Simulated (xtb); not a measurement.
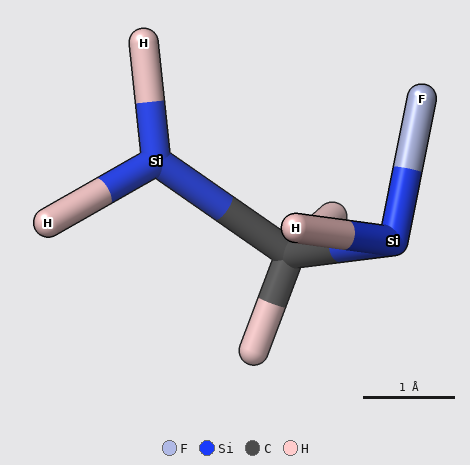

**Figure 1.** The starting structure (stick view, seen at a tilt). Bond lengths as drawn: C–H 1.12 to 1.15 Å, C–Si 1.91 to 2.00 Å, F–Si 1.62 Å and H–Si 1.32 to 1.53 Å.

## Geometry relaxation of CH₅FSi₂ (part 1 of 3)

CH₅FSi₂, computed with GFN2-xTB (xtb 6.7.1).

Input (mol.xyz)
```
9

F     -0.70341    -0.19731    -2.12301
Si    -0.10626     1.11641    -1.39108
C      1.04126     0.10769    -0.09376
Si    -0.35050    -0.65424     0.96382
H     -1.22476     1.33294    -0.50137
H      1.57406     0.84379     0.60340
H      1.71032    -0.66235    -0.56169
H     -1.05928    -1.73574     0.72323
H     -0.83416     0.04997     2.23020
```

Launch command:
```bash
xtb mol.xyz --gfn2 -o loose > xtb.out 2> xtb.err
```

The program's output
```
* xtb version 6.7.1
   ID    Z sym.   atoms
    1    9 F      1
    2   14 Si     2, 4
    3    6 C      3
    4    1 H      5-9

           -------------------------------------------------
          |                Calculation Setup                |
           -------------------------------------------------

          program call               : xtb mol.xyz --gfn2 -o loose
          coordinate file            : mol.xyz
          omp threads                :                     1

molecular fragmentation (1/2 indicates fragments):
111121112
# atoms in fragment 1/2:     7     2
 fragment masses (1/2) :       90.20        2.02
CMA distance (Bohr)    :   3.414
constraining FC (au)   :  0.0500

           -------------------------------------------------
          |                 G F N 2 - x T B                 |
           -------------------------------------------------

      * Hamiltonian:
        H0-scaling (s, p, d)           1.850000    2.230000    2.230000
        zeta-weighting                 0.500000
      * Dispersion:
        s8                             2.700000
        a1                             0.520000
        a2                             5.000000
        s9                             5.000000
      * Repulsion:
        kExp                           1.500000    1.000000
        rExp                           1.000000
      * Coulomb:
        alpha                          2.000000
        third order                    shell-resolved
        anisotropic                    true
        a3                             3.000000
        a5                             4.000000
        cn-shift                       1.200000
        cn-exp                         4.000000
        max-rad                        5.000000

          ...................................................
          :                      SETUP                      :
          :.................................................:
          :  # basis functions                  33          :
          :  # atomic orbitals                  31          :
          :  # shells                           15          :
          :  # electrons                        24          :
          :  max. iterations                   250          :
          :  Hamiltonian                  GFN2-xTB          :
          :  restarted?                      false          :
          :  GBSA solvation                  false          :
          :  PC potential                    false          :
          :  electronic temp.          300.0000000     K    :
          :  accuracy                    1.0000000          :
          :  -> integral cutoff          0.2500000E+02      :
          :  -> integral neglect         0.1000000E-07      :
          :  -> SCF convergence          0.1000000E-05 Eh   :
          :  -> wf. convergence          0.1000000E-03 e    :
          :  Broyden damping             0.4000000          :
          :  net charge                          0          :
          :  unpaired electrons                  0          :
          ...................................................

 iter      E             dE          RMSdq      gap      omega  full diag
   1    -12.7951781 -0.127952E+02  0.884E+00    1.28       0.0  T
   2    -12.3180697  0.477108E+00  0.102E+01    1.87       1.0  T
   3    -12.7463002 -0.428230E+00  0.784E+00    1.96       1.0  T
   4    -12.8162869 -0.699868E-01  0.589E+00    1.67       1.0  T
   5    -12.8476199 -0.313330E-01  0.467E+00    1.48       1.0  T
   6    -12.9050277 -0.574078E-01  0.168E+00    1.06       1.0  T
   7    -12.9114099 -0.638220E-02  0.668E-01    0.99       1.0  T
   8    -12.9101118  0.129813E-02  0.729E-01    1.03       1.0  T
   9    -12.9115579 -0.144611E-02  0.151E-01    0.99       1.0  T
  10    -12.9115798 -0.219566E-04  0.801E-02    0.99       1.0  T
  11    -12.9115907 -0.108405E-04  0.219E-02    1.00       1.5  T
  12    -12.9115912 -0.543617E-06  0.117E-02    1.00       2.9  T
  13    -12.9115913 -0.846835E-07  0.121E-02    1.00       2.7  T
  14    -12.9115916 -0.289134E-06  0.195E-03    1.00      17.1  T
  15    -12.9115916 -0.948796E-08  0.462E-04    1.00      72.1  T
  16    -12.9115916  0.397907E-09  0.388E-04    1.00      85.9  T

   *** convergence criteria satisfied after 16 iterations ***

         #    Occupation            Energy/Eh            Energy/eV
      -------------------------------------------------------------
         1        2.0000           -0.7961362             -21.6640
       ...           ...                  ...                  ...
         6        2.0000           -0.4688195             -12.7572
         7        2.0000           -0.4656817             -12.6718
         8        2.0000           -0.4512561             -12.2793
         9        2.0000           -0.4416124             -12.0169
        10        2.0000           -0.4207288             -11.4486
        11        2.0000           -0.3818047             -10.3894
        12        2.0000           -0.2936969              -7.9919 (HOMO)
        13                         -0.2570632              -6.9950 (LUMO)
        14                         -0.1864680              -5.0741
        15                         -0.1725232              -4.6946
        16                         -0.1460334              -3.9738
        17                         -0.1445710              -3.9340
       ...                                ...                  ...
        31                          1.1814515              32.1489
      -------------------------------------------------------------
                  HL-Gap            0.0366337 Eh            0.9969 eV
             Fermi-level           -0.2753800 Eh           -7.4935 eV

 SCC (total)                   0 d,  0 h,  0 min,  0.010 sec
 SCC setup                      ...        0 min,  0.000 sec (  1.206%)
 Dispersion                     ...        0 min,  0.000 sec (  0.580%)
 classical contributions        ...        0 min,  0.000 sec (  0.195%)
 integral evaluation            ...        0 min,  0.001 sec ( 14.624%)
 iterations                     ...        0 min,  0.007 sec ( 64.581%)
 molecular gradient             ...        0 min,  0.002 sec ( 17.815%)
 printout                       ...        0 min,  0.000 sec (  0.861%)

         :::::::::::::::::::::::::::::::::::::::::::::::::::::
         ::                     SUMMARY                     ::
         :::::::::::::::::::::::::::::::::::::::::::::::::::::
         :: total energy             -12.812751417571 Eh    ::
         :: gradient norm              0.160112211197 Eh/a0 ::
         :: HOMO-LUMO gap              0.996854136823 eV    ::
         ::.................................................::
         :: SCC energy               -12.911588108757 Eh    ::
         :: -> isotropic ES            0.032546973646 Eh    ::
         :: -> anisotropic ES         -0.001732445703 Eh    ::
         :: -> anisotropic XC         -0.005305630551 Eh    ::
         :: -> dispersion             -0.006467288695 Eh    ::
         :: repulsion energy           0.098836691187 Eh    ::
         :: add. restraining           0.000000000000 Eh    ::
         :: total charge               0.000000000000 e     ::
         :::::::::::::::::::::::::::::::::::::::::::::::::::::

      -----------------------------------------------------------
     |                   =====================                   |
     |                        A N C O P T                        |
     |                   =====================                   |
     |               Approximate Normal Coordinate               |
     |                Rational Function Optimizer                |
      -----------------------------------------------------------
      -----------------------------------------------------------
     |                   =====================                   |
     |                        A N C O P T                        |
     |                   =====================                   |
     |               Approximate Normal Coordinate               |
     |                Rational Function Optimizer                |
      -----------------------------------------------------------

          ...................................................
          :                      SETUP                      :
          :.................................................:
          :   optimization level             loose          :
          :   max. optcycles                   200          :
          :   ANC micro-cycles                  20          :
          :   degrees of freedom                21          :
          :.................................................:
          :   RF solver                   davidson          :
          :   write xtbopt.log                true          :
          :   linear?                        false          :
          :   energy convergence         0.5000000E-04 Eh   :
          :   grad. convergence          0.4000000E-02 Eh/α :
          :   maxmium RF displ.          1.0000000          :
          :   Hlow (freq-cutoff)         0.1000000E-01      :
          :   Hmax (freq-cutoff)         5.0000000          :
          :   S6 in model hess.         20.0000000          :
          ...................................................

generating ANC from exact Hessian ...
Using Lindh-Hessian (1995)
 Shifting diagonal of input Hessian by    1.0604521189185799E-002
 Lowest  eigenvalues of input Hessian
    0.010000    0.000000    0.000000    0.000000    0.000000    0.000000
    0.000000    0.011666    0.013064    0.016758    0.023909    0.026226
    0.028216    0.033047    0.040462    0.054391    0.066709    0.073577
 Highest eigenvalues
    0.548817    0.580474    0.757261    0.958881    1.025483    1.518003

........................................................................
.............................. CYCLE    1 ..............................
........................................................................

 iter      E             dE          RMSdq      gap      omega  full diag
   1    -12.9115916 -0.129116E+02  0.615E-05    1.00       0.0  T
   2    -12.9115916  0.131456E-09  0.181E-04    1.00     184.2  T
   3    -12.9115916 -0.136923E-09  0.386E-05    1.00     863.8  T
     SCC iter.                  ...        0 min,  0.001 sec
     gradient                   ...        0 min,  0.002 sec
 * total energy  :   -12.8127514 Eh     change       -0.4740404E-09 Eh
   gradient norm :     0.1601117 Eh/α   predicted     0.0000000E+00 (-100.00%)
   displ. norm   :     0.2747483 α      lambda       -0.3152854E-01
   maximum displ.:     0.1288758 α      in ANC's #20, #10, #14, ...

........................................................................
.............................. CYCLE    2 ..............................
........................................................................

 iter      E             dE          RMSdq      gap      omega  full diag
   1    -12.9239487 -0.129239E+02  0.898E-01    1.06       0.0  T
   2    -12.9223817  0.156699E-02  0.917E-01    1.01       1.0  T
   3    -12.9214368  0.944880E-03  0.940E-01    1.11       1.0  T
   4    -12.9239555 -0.251866E-02  0.333E-01    1.03       1.0  T
   5    -12.9242416 -0.286076E-03  0.610E-02    1.05       1.0  T
   6    -12.9242462 -0.463484E-05  0.371E-02    1.05       1.0  T
   7    -12.9242476 -0.136316E-05  0.173E-02    1.05       1.9  T
   8    -12.9242479 -0.291659E-06  0.577E-03    1.05       5.8  T
   9    -12.9242478  0.424801E-07  0.515E-03    1.05       6.5  T
  10    -12.9242479 -0.632231E-07  0.157E-03    1.05      21.3  T
  11    -12.9242479 -0.568357E-08  0.468E-04    1.05      71.3  T
  12    -12.9242479 -0.169251E-09  0.300E-04    1.05     111.0  T
     SCC iter.                  ...        0 min,  0.003 sec
     gradient                   ...        0 min,  0.002 sec
 * total energy  :   -12.8313191 Eh     change       -0.1856767E-01 Eh
   gradient norm :     0.0357042 Eh/α   predicted    -0.1695426E-01 (  -8.69%)
   displ. norm   :     0.1734941 α      lambda       -0.3079909E-02
   maximum displ.:     0.0791103 α      in ANC's #1, #4, #14, ...

........................................................................
.............................. CYCLE    3 ..............................
........................................................................

 iter      E             dE          RMSdq      gap      omega  full diag
   1    -12.9300527 -0.129301E+02  0.632E-01    1.06       0.0  T
   2    -12.9299864  0.662277E-04  0.505E-01    1.04       1.0  T
   3    -12.9269014  0.308507E-02  0.844E-01    1.12       1.0  T
   4    -12.9299091 -0.300772E-02  0.245E-01    1.04       1.0  T
   5    -12.9300993 -0.190223E-03  0.283E-02    1.05       1.2  T
   6    -12.9300995 -0.249798E-06  0.123E-02    1.05       2.7  T
   7    -12.9300995  0.373503E-08  0.804E-03    1.05       4.1  T
   8    -12.9300996 -0.604393E-07  0.483E-03    1.05       6.9  T
   9    -12.9300996 -0.416934E-07  0.227E-03    1.05      14.7  T
  10    -12.9300996 -0.628751E-08  0.126E-03    1.05      26.4  T
  11    -12.9300997 -0.418821E-08  0.236E-04    1.05     141.0  T
  12    -12.9300997 -0.757883E-10  0.886E-05    1.05     376.2  T
     SCC iter.                  ...        0 min,  0.003 sec
     gradient                   ...        0 min,  0.002 sec
 * total energy  :   -12.8330045 Eh     change       -0.1685375E-02 Eh
   gradient norm :     0.0098640 Eh/α   predicted    -0.1586305E-02 (  -5.88%)
   displ. norm   :     0.0651392 α      lambda       -0.2403641E-03
   maximum displ.:     0.0335698 α      in ANC's #5, #9, #11, ...

........................................................................
.............................. CYCLE    4 ..............................
........................................................................

 iter      E             dE          RMSdq      gap      omega  full diag
   1    -12.9295807 -0.129296E+02  0.179E-01    1.06       0.0  T
   2    -12.9293423  0.238385E-03  0.245E-01    1.04       1.0  T
   3    -12.9294487 -0.106407E-03  0.224E-01    1.06       1.0  T
   4    -12.9295992 -0.150478E-03  0.269E-02    1.05       1.2  T
   5    -12.9296008 -0.158859E-05  0.763E-03    1.05       4.4  T
   6    -12.9296009 -0.585128E-07  0.697E-03    1.05       4.8  T
   7    -12.9296010 -0.121595E-06  0.195E-03    1.05      17.1  T
   8    -12.9296010 -0.805685E-08  0.670E-04    1.05      49.8  T
   9    -12.9296010 -0.803670E-09  0.214E-04    1.05     155.6  T
     SCC iter.                  ...        0 min,  0.002 sec
     gradient                   ...        0 min,  0.003 sec
 * total energy  :   -12.8331673 Eh     change       -0.1628627E-03 Eh
   gradient norm :     0.0054724 Eh/α   predicted    -0.1206926E-03 ( -25.89%)
   displ. norm   :     0.0923373 α      lambda       -0.1505380E-03
   maximum displ.:     0.0568652 α      in ANC's #5, #6, #2, ...

........................................................................
.............................. CYCLE    5 ..............................
........................................................................

 iter      E             dE          RMSdq      gap      omega  full diag
   1    -12.9285410 -0.129285E+02  0.157E-01    1.06       0.0  T
   2    -12.9284537  0.872549E-04  0.181E-01    1.05       1.0  T
   3    -12.9284694 -0.156786E-04  0.163E-01    1.06       1.0  T
   4    -12.9285349 -0.654487E-04  0.716E-02    1.05       1.0  T
   5    -12.9285509 -0.160603E-04  0.162E-02    1.05       2.1  T
   6    -12.9285515 -0.569138E-06  0.379E-03    1.06       8.8  T
   7    -12.9285515 -0.339078E-08  0.165E-03    1.06      20.2  T
   8    -12.9285515  0.158036E-07  0.245E-03    1.06      13.6  T
   9    -12.9285515 -0.177423E-07  0.259E-04    1.06     128.5  T
  10    -12.9285515 -0.119003E-09  0.106E-04    1.06     314.1  T
     SCC iter.                  ...        0 min,  0.004 sec
     gradient                   ...        0 min,  0.003 sec
 * total energy  :   -12.8332525 Eh     change       -0.8520596E-04 Eh
   gradient norm :     0.0030374 Eh/α   predicted    -0.7591039E-04 ( -10.91%)
   displ. norm   :     0.0421332 α      lambda       -0.3102958E-04
   maximum displ.:     0.0296389 α      in ANC's #5, #3, #2, ...

........................................................................
.............................. CYCLE    6 ..............................
........................................................................
```
